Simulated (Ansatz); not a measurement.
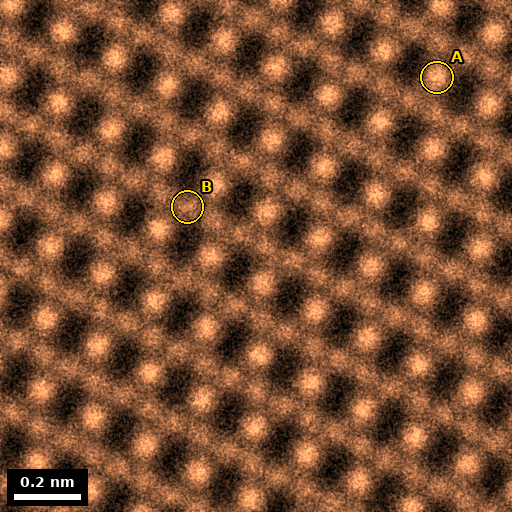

Integrated-DPC-like image of SiN2 (Pn-3m, No. 224) along [210]. Simulated as the projected potential of neutral atoms (B = 0.5 Å²) blurred by a 0.50 Å probe, the thin-sample limit of integrated differential phase contrast. Shot noise was added. Model: the end point of a relaxation with Ansatz, DFT PBE, scalar-relativistic, plane waves, PAW; the starting structure was generated, so it need not be a known form of this composition.

Q: Which atoms make up the marked columns?

A: Si (1 Si per 8.89 Å along the beam; the brightest kind). B: N (1 N per 8.89 Å along the beam; about 65 % of the brightest peak). Brightness is counted from the darkest point of the image.
